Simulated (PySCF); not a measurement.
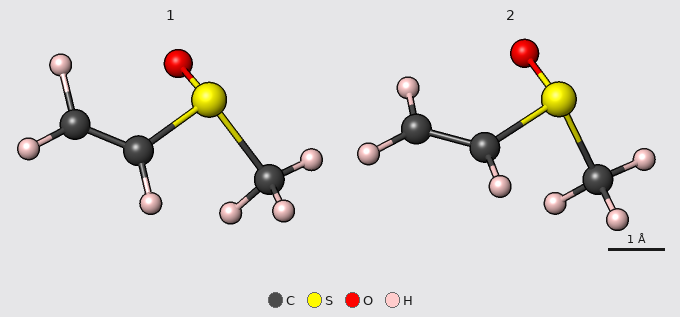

Two geometries of C₃H₆OS, drawn at one scale. One is the start of a relaxation, the other its converged end. The picture is a ball-and-stick view, seen at a tilt.

Theory: PBE0-D3(BJ)/def2-SVP geometry optimisation, gas phase (PySCF 2.14.0, density-fitted response routines). 

Which geometry has the lower energy?

Structure 2 is the relaxed one. The start comes from MMFF94s. Its atoms were then displaced at random by about 0.03 Å. An H atom moves most after the best rigid fit: 0.69 Å. Largest moves by element: H 0.69 Å, O 0.39 Å, S 0.26 Å, C 0.25 Å. Among the contacts that change: C–H 0.985 → 1.099 Å, C–S 1.921 → 1.819 Å, C–H 1.187 → 1.096 Å, C–C 1.248 → 1.329 Å. Among the angles between lasting bonds that change: H–C–H 111.3° → 119.6°, H–C–H 117.5° → 110.4°, S–C–H 104.0° → 110.5°. Groups turn about C–S by about 35°. Over 8 geometry steps the energy falls by 1.054 eV. Cost: 35 s on 1 thread of Arm Neoverse V1, with other jobs on the host.
